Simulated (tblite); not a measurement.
# Geometry relaxation, with input and output: C4H6F2O2Si (part 3 of 4)

C4H6F2O2Si; GFN2-xTB geometry optimisation, gas phase (tblite 0.8.0). It belongs to a series of runs on one base structure; here: constitutional isomer.

Geometry of the input (Å):
```
O  -1.5491  0.3335  1.6072
C  -1.5112  -0.4090  0.6268
C  -0.7131  0.0351  -0.5428
F  -1.5147  -0.0402  -1.6621
C  -0.1093  1.3851  -0.3258
O  0.7412  1.3401  0.7403
Si 1.4879  -0.2122  0.7296
C  0.4657  -0.9279  -0.6615
F  0.1118  -2.2422  -0.4677
H  -1.9978  -1.3630  0.6111
H  -0.8901  2.1624  -0.0931
H  0.3961  1.7626  -1.2625
H  2.8865  -0.1537  0.3284
H  1.2675  -0.8871  1.9998
H  0.9243  -0.7753  -1.6494
```

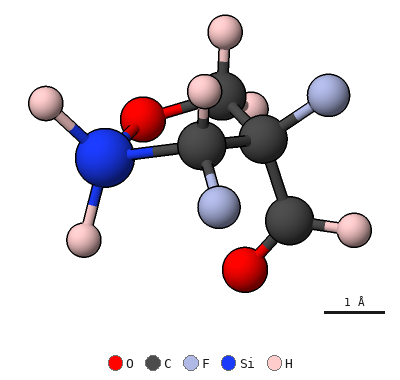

*The geometry at step 70 of the log (ball-and-stick view, seen at a tilt).*

## Trajectory as extended XYZ, continued
```
15
Properties=species:S:1:pos:R:3:forces:R:3 step=54 energy=-842.78589
O    -1.5128   -0.2434    1.6749   -0.0160  -0.0080   0.0130
C    -1.6802   -0.4210    0.5058    0.0040  -0.0110  -0.0410
C    -0.6854    0.0124   -0.5529    0.0400  -0.0260  -0.0060
F    -1.3141   -0.0026   -1.7871    0.0030   0.0100   0.0070
C    -0.1337    1.4275   -0.2880   -0.0350   0.0090  -0.0040
O     1.0611    1.3727    0.4343   -0.0090   0.0040  -0.0260
Si    1.6950   -0.1052    0.7147   -0.0080   0.0050   0.0040
C     0.4837   -0.9744   -0.5063    0.0470  -0.0270  -0.0020
F     0.0485   -2.2183   -0.0875    0.0310  -0.0290  -0.0260
H    -2.5514   -0.9480    0.0820   -0.0570   0.0280   0.0550
H    -0.8599    2.0139    0.2822   -0.0030   0.0260   0.0270
H     0.0403    1.9227   -1.2496    0.0380  -0.0210  -0.0010
H     3.0601   -0.0981    0.2138   -0.0150  -0.0090  -0.0100
H     1.4686   -0.6067    2.0583   -0.0120   0.0250   0.0350
H     0.8758   -1.1237   -1.5166   -0.0090   0.0230  -0.0280
15
Properties=species:S:1:pos:R:3:forces:R:3 step=56 energy=-842.78719
O    -1.4959   -0.2594    1.6760    0.0110  -0.0130   0.0100
C    -1.6748   -0.4234    0.5065   -0.0170   0.0370  -0.0130
C    -0.6830    0.0097   -0.5558    0.0000  -0.0070   0.0150
F    -1.3151   -0.0017   -1.7893    0.0270  -0.0040   0.0410
C    -0.1357    1.4274   -0.2883   -0.0220  -0.0270  -0.0170
O     1.0477    1.3722    0.4515   -0.0050  -0.0070   0.0040
Si    1.6910   -0.1043    0.7196   -0.0130  -0.0010  -0.0120
C     0.4869   -0.9769   -0.5076    0.0000   0.0110  -0.0140
F     0.0477   -2.2196   -0.0865    0.0550  -0.0070  -0.0480
H    -2.5617   -0.9277    0.0900   -0.0570   0.0090   0.0150
H    -0.8696    2.0221    0.2636    0.0020  -0.0020   0.0390
H     0.0577    1.9163   -1.2482    0.0280  -0.0130  -0.0430
H     3.0510   -0.0865    0.2042   -0.0030  -0.0130   0.0050
H     1.4721   -0.6146    2.0613   -0.0090   0.0310   0.0200
H     0.8773   -1.1256   -1.5190    0.0030   0.0070  -0.0010
15
Properties=species:S:1:pos:R:3:forces:R:3 step=58 energy=-842.78838
O    -1.4885   -0.2676    1.6750    0.0340  -0.0120   0.0170
C    -1.6741   -0.4240    0.5052   -0.0400   0.0340   0.0330
C    -0.6802    0.0064   -0.5568   -0.0570   0.0060   0.0220
F    -1.3127   -0.0016   -1.7890    0.0160  -0.0220   0.0030
C    -0.1382    1.4269   -0.2884    0.0270  -0.0400  -0.0030
O     1.0411    1.3713    0.4579    0.0060  -0.0080   0.0260
Si    1.6889   -0.1041    0.7230   -0.0080  -0.0030  -0.0080
C     0.4918   -0.9788   -0.5101   -0.0410   0.0310  -0.0060
F     0.0536   -2.2223   -0.0905    0.0510  -0.0070  -0.0460
H    -2.5749   -0.9138    0.0986   -0.0040   0.0270  -0.0290
H    -0.8737    2.0248    0.2599    0.0140  -0.0310   0.0030
H     0.0665    1.9128   -1.2482   -0.0090  -0.0170  -0.0300
H     3.0453   -0.0842    0.1965   -0.0020  -0.0130   0.0250
H     1.4712   -0.6112    2.0680    0.0000   0.0390  -0.0250
H     0.8796   -1.1267   -1.5230    0.0150   0.0170   0.0180
15
Properties=species:S:1:pos:R:3:forces:R:3 step=60 energy=-842.78970
O    -1.4891   -0.2701    1.6778    0.0230  -0.0050   0.0670
C    -1.6798   -0.4212    0.5086   -0.0010  -0.0040  -0.0060
C    -0.6833    0.0052   -0.5525   -0.0150  -0.0060  -0.0200
F    -1.3122   -0.0037   -1.7846   -0.0380  -0.0210  -0.0540
C    -0.1383    1.4255   -0.2905    0.0360   0.0290   0.0210
O     1.0396    1.3712    0.4611   -0.0330  -0.0020  -0.0190
Si    1.6891   -0.1043    0.7229   -0.0060   0.0040   0.0040
C     0.4929   -0.9756   -0.5129   -0.0090  -0.0090   0.0230
F     0.0678   -2.2249   -0.1004    0.0010  -0.0270  -0.0120
H    -2.5842   -0.9067    0.1029    0.0150   0.0480  -0.0280
H    -0.8748    2.0256    0.2591    0.0700  -0.0480  -0.0690
H     0.0711    1.9060   -1.2563   -0.0450  -0.0540   0.0920
H     3.0471   -0.0883    0.2001   -0.0060  -0.0080   0.0230
H     1.4689   -0.6084    2.0689    0.0020   0.0350  -0.0320
H     0.8807   -1.1223   -1.5262    0.0070   0.0680   0.0090
15
Properties=species:S:1:pos:R:3:forces:R:3 step=62 energy=-842.79181
O    -1.4725   -0.2982    1.6815   -0.0380  -0.0380  -0.1320
C    -1.6825   -0.4215    0.5099    0.0170   0.0160   0.1120
C    -0.6863    0.0020   -0.5518    0.0210  -0.0140  -0.0240
F    -1.3091   -0.0057   -1.7874   -0.0540  -0.0210  -0.0190
C    -0.1378    1.4226   -0.2908   -0.0020   0.0070  -0.0040
O     1.0312    1.3710    0.4708   -0.0130   0.0030  -0.0010
Si    1.6866   -0.1023    0.7251    0.0110  -0.0110  -0.0180
C     0.4922   -0.9759   -0.5114    0.0150  -0.0260   0.0190
F     0.0754   -2.2283   -0.1002   -0.0180  -0.0130  -0.0100
H    -2.6051   -0.8745    0.1011    0.0670   0.0720   0.0300
H    -0.8760    2.0284    0.2458    0.0180  -0.0190  -0.0300
H     0.0804    1.8959   -1.2565   -0.0350  -0.0380   0.0420
H     3.0420   -0.0780    0.1970    0.0120  -0.0140   0.0160
H     1.4771   -0.6062    2.0701   -0.0100   0.0180   0.0050
H     0.8800   -1.1213   -1.5252    0.0100   0.0780   0.0150
15
Properties=species:S:1:pos:R:3:forces:R:3 step=64 energy=-842.79613
O    -1.4333   -0.3336    1.6970   -0.0020  -0.0430  -0.0710
C    -1.6775   -0.4184    0.5293    0.0610   0.0560   0.0320
C    -0.6933   -0.0090   -0.5482    0.0440   0.0080  -0.0080
F    -1.3278   -0.0133   -1.7803   -0.0310  -0.0350   0.0770
C    -0.1363    1.4115   -0.2975   -0.0330   0.0070  -0.0250
O     0.9872    1.3668    0.5285   -0.0390  -0.0470  -0.0530
Si    1.6720   -0.1015    0.7348    0.0150  -0.0110  -0.0100
C     0.4958   -0.9734   -0.5201    0.0090  -0.0120  -0.0200
F     0.1038   -2.2431   -0.1402   -0.0420   0.0340  -0.0080
H    -2.6303   -0.8109    0.1357   -0.0060   0.0270  -0.0020
H    -0.8878    2.0511    0.1737   -0.0310  -0.0180   0.0060
H     0.1374    1.8428   -1.2667   -0.0080   0.0080  -0.0170
H     3.0229   -0.0525    0.1994    0.0530  -0.0170  -0.0010
H     1.4762   -0.6236    2.0699   -0.0170  -0.0150   0.0730
H     0.8867   -1.0851   -1.5373    0.0280   0.0560   0.0250
15
Properties=species:S:1:pos:R:3:forces:R:3 step=66 energy=-842.79812
O    -1.4122   -0.3573    1.7038    0.0340  -0.0460   0.0090
C    -1.6741   -0.4158    0.5391   -0.0260   0.0270  -0.0240
C    -0.6949   -0.0170   -0.5452   -0.0100   0.0060   0.0070
F    -1.3403   -0.0199   -1.7711   -0.0250  -0.0450   0.0490
C    -0.1366    1.4035   -0.3018   -0.0240  -0.0160  -0.0380
O     0.9612    1.3614    0.5548    0.0100  -0.0460  -0.0280
Si    1.6652   -0.1011    0.7412    0.0170  -0.0480   0.0360
C     0.5002   -0.9733   -0.5261   -0.0020   0.0310  -0.0050
F     0.1199   -2.2521   -0.1689   -0.0410   0.0470  -0.0080
H    -2.6505   -0.7673    0.1565    0.0700   0.0500  -0.0020
H    -0.8909    2.0616    0.1345   -0.0770  -0.0120   0.0210
H     0.1678    1.8086   -1.2714    0.0030   0.0520  -0.0680
H     3.0153   -0.0369    0.2003    0.0280  -0.0190   0.0130
H     1.4726   -0.6273    2.0773   -0.0030  -0.0040   0.0210
H     0.8929   -1.0590   -1.5448    0.0460   0.0230   0.0180
15
Properties=species:S:1:pos:R:3:forces:R:3 step=68 energy=-842.80184
O    -1.3812   -0.3889    1.7115   -0.0290  -0.0360  -0.2020
C    -1.6680   -0.4072    0.5487    0.0400  -0.0330   0.1780
C    -0.6985   -0.0214   -0.5455   -0.0150  -0.0270   0.0250
F    -1.3559   -0.0344   -1.7629   -0.0330  -0.0240  -0.0070
C    -0.1403    1.3975   -0.3106   -0.0030  -0.0050  -0.0160
O     0.9289    1.3503    0.5805    0.0540   0.0050  -0.0060
Si    1.6586   -0.1047    0.7497    0.0050  -0.0040   0.0500
C     0.5017   -0.9677   -0.5303    0.0400   0.0100   0.0130
F     0.1313   -2.2524   -0.1906   -0.0530   0.0030  -0.0190
H    -2.6609   -0.7146    0.1731    0.0330   0.0540   0.0330
H    -0.9053    2.0662    0.0912   -0.0340  -0.0050   0.0250
H     0.1973    1.7833   -1.2769    0.0010   0.0670  -0.0710
H     3.0102   -0.0273    0.2000   -0.0530  -0.0160   0.0490
H     1.4735   -0.6376    2.0863    0.0100   0.0170  -0.0370
H     0.9040   -1.0332   -1.5461    0.0380  -0.0050  -0.0130
15
Properties=species:S:1:pos:R:3:forces:R:3 step=70 energy=-842.80501
O    -1.3608   -0.4198    1.7106   -0.0440  -0.0360  -0.1350
C    -1.6647   -0.4033    0.5530   -0.0120  -0.0480   0.0810
C    -0.6983   -0.0282   -0.5460   -0.0020  -0.0290  -0.0230
F    -1.3611   -0.0485   -1.7595   -0.0340  -0.0210  -0.0400
C    -0.1445    1.3927   -0.3168    0.0110  -0.0190  -0.0110
O     0.9176    1.3410    0.5804    0.0800   0.1130   0.0560
Si    1.6567   -0.1085    0.7567   -0.0290   0.0330  -0.0040
C     0.5061   -0.9673   -0.5292    0.0180  -0.0260  -0.0070
F     0.1355   -2.2550   -0.2028   -0.0300  -0.0090  -0.0430
H    -2.6751   -0.6613    0.1789    0.0910   0.0580   0.0960
H    -0.9183    2.0560    0.0787    0.0100   0.0190   0.0270
H     0.2030    1.7816   -1.2796   -0.0390   0.0330  -0.0530
H     3.0051   -0.0304    0.1986   -0.0440  -0.0110   0.0600
H     1.4757   -0.6243    2.0973    0.0080  -0.0100   0.0030
H     0.9186   -1.0168   -1.5422    0.0180  -0.0440  -0.0060
15
Properties=species:S:1:pos:R:3:forces:R:3 step=72 energy=-842.80833
O    -1.3495   -0.4517    1.7061   -0.0080  -0.0440  -0.0230
C    -1.6645   -0.4047    0.5538   -0.0070   0.0240  -0.0300
C    -0.6970   -0.0371   -0.5481    0.0190   0.0110  -0.0540
F    -1.3615   -0.0618   -1.7618   -0.0080  -0.0140  -0.0080
C    -0.1462    1.3879   -0.3215    0.0060   0.0140   0.0100
O     0.9211    1.3399    0.5720   -0.0030   0.1210   0.0220
Si    1.6534   -0.1112    0.7626   -0.0560   0.0580  -0.0190
C     0.5109   -0.9713   -0.5277   -0.0350  -0.0260  -0.0400
F     0.1372   -2.2610   -0.2142    0.0030  -0.0060  -0.0550
H    -2.6890   -0.6101    0.1875    0.0850   0.0260   0.0810
H    -0.9247    2.0448    0.0806    0.0560   0.0030   0.0080
H     0.1977    1.7885   -1.2834   -0.0790  -0.0350   0.0020
H     2.9968   -0.0343    0.2010    0.0330  -0.0150   0.0440
H     1.4791   -0.6024    2.1107   -0.0070  -0.0420   0.0350
H     0.9319   -1.0074   -1.5393    0.0020  -0.0750   0.0260
15
Properties=species:S:1:pos:R:3:forces:R:3 step=74 energy=-842.81189
O    -1.3413   -0.4849    1.7039    0.0240  -0.0270  -0.0890
C    -1.6644   -0.4052    0.5547    0.0530   0.0610   0.0750
C    -0.6981   -0.0443   -0.5508    0.0180   0.0310  -0.0020
F    -1.3677   -0.0768   -1.7625    0.0260   0.0300   0.0250
C    -0.1464    1.3837   -0.3261   -0.0150   0.0520   0.0070
O     0.9240    1.3480    0.5671   -0.0790  -0.0160  -0.0530
Si    1.6463   -0.1087    0.7684   -0.0230   0.0300   0.0280
C     0.5123   -0.9731   -0.5301   -0.0030   0.0000  -0.0150
F     0.1438   -2.2675   -0.2333    0.0060  -0.0010  -0.0330
H    -2.6989   -0.5630    0.2025    0.0210  -0.0020   0.0200
H    -0.9227    2.0431    0.0758    0.0280  -0.0090   0.0010
H     0.1920    1.7826   -1.2908   -0.0630  -0.0440   0.0070
H     2.9938   -0.0358    0.2149    0.0250  -0.0150   0.0370
H     1.4826   -0.5924    2.1237   -0.0280  -0.0210  -0.0320
H     0.9403   -0.9975   -1.5393    0.0100  -0.0700   0.0240
15
Properties=species:S:1:pos:R:3:forces:R:3 step=76 energy=-842.81430
O    -1.3250   -0.5089    1.7031    0.0590  -0.0030  -0.0720
C    -1.6567   -0.3994    0.5589    0.0000   0.0140   0.0790
C    -0.6972   -0.0478   -0.5537   -0.0050   0.0050   0.0300
F    -1.3779   -0.0907   -1.7582    0.0440   0.0620   0.0000
C    -0.1509    1.3825   -0.3328   -0.0140   0.0190  -0.0040
O     0.9149    1.3526    0.5659   -0.0460  -0.0640  -0.0520
Si    1.6388   -0.1041    0.7758    0.0080  -0.0170  -0.0010
C     0.5151   -0.9716   -0.5331    0.0300   0.0010   0.0100
F     0.1492   -2.2704   -0.2548    0.0060   0.0010   0.0080
H    -2.7000   -0.5214    0.2178    0.0210   0.0000   0.0140
H    -0.9305    2.0396    0.0639    0.0060   0.0170   0.0070
H     0.1870    1.7757   -1.2988   -0.0350  -0.0150  -0.0080
H     2.9940   -0.0462    0.2301   -0.0410   0.0140   0.0490
H     1.4810   -0.5926    2.1310   -0.0450   0.0050  -0.0490
H     0.9536   -0.9894   -1.5369    0.0120  -0.0380  -0.0100
15
Properties=species:S:1:pos:R:3:forces:R:3 step=78 energy=-842.81617
O    -1.2961   -0.5305    1.7003    0.0210   0.0250  -0.1340
C    -1.6439   -0.3930    0.5632   -0.0590  -0.0520   0.0990
C    -0.6934   -0.0499   -0.5582   -0.0300  -0.0240   0.0150
F    -1.3806   -0.0961   -1.7574    0.0270   0.0480  -0.0340
C    -0.1575    1.3830   -0.3390   -0.0060  -0.0370   0.0050
O     0.8996    1.3518    0.5670    0.0330  -0.0180  -0.0170
Si    1.6290   -0.1016    0.7829    0.0020  -0.0430  -0.0490
C     0.5194   -0.9729   -0.5348   -0.0010  -0.0090  -0.0120
F     0.1467   -2.2731   -0.2710    0.0170   0.0060   0.0530
H    -2.6974   -0.4825    0.2338    0.0920   0.0110   0.0620
H    -0.9425    2.0353    0.0540   -0.0030   0.0330   0.0020
H     0.1806    1.7741   -1.3051   -0.0040   0.0080  -0.0090
H     2.9855   -0.0514    0.2404   -0.0280   0.0390   0.0430
H     1.4753   -0.5921    2.1344   -0.0580   0.0000   0.0090
H     0.9708   -0.9933   -1.5323   -0.0020   0.0130  -0.0320
15
Properties=species:S:1:pos:R:3:forces:R:3 step=80 energy=-842.81839
O    -1.2860   -0.5234    1.6969    0.0490  -0.0030   0.0040
C    -1.6397   -0.3959    0.5620   -0.0090  -0.0120  -0.0100
C    -0.6923   -0.0476   -0.5603   -0.0160  -0.0090  -0.0200
F    -1.3730   -0.0848   -1.7632   -0.0110   0.0130  -0.0190
C    -0.1581    1.3848   -0.3368   -0.0030  -0.0190   0.0010
O     0.8975    1.3497    0.5697    0.0400   0.0140  -0.0180
Si    1.6246   -0.1043    0.7810   -0.0070  -0.0230  -0.0090
C     0.5181   -0.9756   -0.5363   -0.0250  -0.0050  -0.0240
F     0.1384   -2.2721   -0.2620    0.0180   0.0080   0.0430
H    -2.6895   -0.4967    0.2376   -0.0120   0.0020   0.0260
H    -0.9396    2.0424    0.0569   -0.0060  -0.0140  -0.0090
H     0.1789    1.7761   -1.3039    0.0110   0.0090   0.0080
H     2.9774   -0.0396    0.2402    0.0390   0.0230   0.0200
H     1.4699   -0.5977    2.1306   -0.0550  -0.0110   0.0210
H     0.9691   -1.0073   -1.5341   -0.0160   0.0280  -0.0140
15
Properties=species:S:1:pos:R:3:forces:R:3 step=82 energy=-842.82006
O    -1.2581   -0.5432    1.6930    0.0080  -0.0030  -0.0310
C    -1.6328   -0.3964    0.5664    0.0380   0.0100   0.0090
C    -0.6949   -0.0519   -0.5641   -0.0040   0.0050  -0.0310
F    -1.3757   -0.0861   -1.7665   -0.0390   0.0010  -0.0020
C    -0.1609    1.3813   -0.3409    0.0050   0.0100  -0.0130
O     0.8881    1.3467    0.5723    0.0250   0.0090  -0.0100
Si    1.6132   -0.1090    0.7862    0.0040   0.0000   0.0260
C     0.5180   -0.9767   -0.5429   -0.0070   0.0010  -0.0020
F     0.1427   -2.2753   -0.2724    0.0140   0.0130   0.0170
H    -2.6901   -0.4664    0.2614   -0.0220  -0.0100   0.0280
H    -0.9405    2.0497    0.0408   -0.0060  -0.0660  -0.0030
H     0.1834    1.7647   -1.3086    0.0240   0.0130   0.0040
H     2.9682   -0.0271    0.2544    0.0520   0.0050   0.0130
H     1.4601   -0.6012    2.1379   -0.0540  -0.0060  -0.0190
H     0.9751   -1.0012   -1.5390   -0.0370   0.0190   0.0130
15
Properties=species:S:1:pos:R:3:forces:R:3 step=84 energy=-842.82195
O    -1.2296   -0.5641    1.6897    0.0240  -0.0020   0.0440
C    -1.6242   -0.3929    0.5740    0.0430   0.0070  -0.0480
C    -0.6988   -0.0575   -0.5683    0.0170   0.0090  -0.0160
F    -1.3881   -0.0935   -1.7653   -0.0390  -0.0040   0.0030
C    -0.1647    1.3768   -0.3496    0.0310   0.0000  -0.0240
O     0.8825    1.3448    0.5654    0.0110   0.0010   0.0180
Si    1.6026   -0.1133    0.7936    0.0170   0.0290   0.0090
C     0.5192   -0.9748   -0.5507    0.0170   0.0120   0.0270
F     0.1553   -2.2785   -0.2929   -0.0010   0.0030  -0.0020
H    -2.6887   -0.4272    0.2935   -0.0500  -0.0140   0.0070
H    -0.9463    2.0481    0.0215   -0.0040  -0.0580   0.0230
H     0.1849    1.7534   -1.3174    0.0250   0.0230  -0.0220
H     2.9679   -0.0267    0.2826    0.0000   0.0000   0.0160
H     1.4405   -0.6044    2.1455   -0.0500  -0.0010  -0.0400
H     0.9832   -0.9820   -1.5436   -0.0400  -0.0030   0.0070
```
